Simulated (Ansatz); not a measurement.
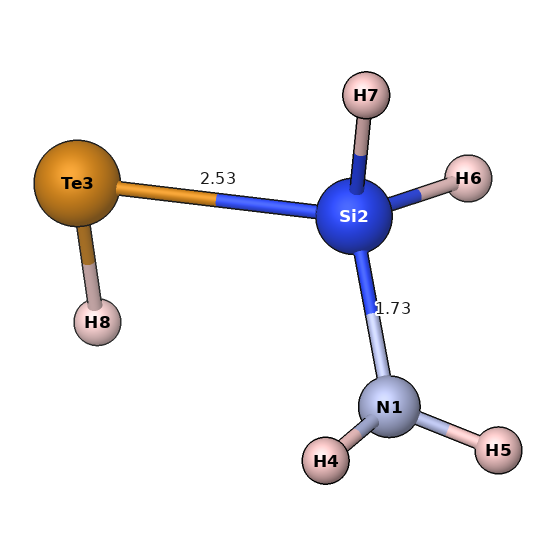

Bond lengths are marked in Å; every bond is drawn as one stick. The computed structure is the end point of a PBE-D4/def2-SVP optimisation. No frequency run is at hand to confirm it as a minimum.

Question: Which of the marked bonds are single, double, triple or aromatic?

Answer: N1–Si2 single; Si2–Te3 single.

Question: Write the SMILES.

Answer: N[SiH2][TeH]
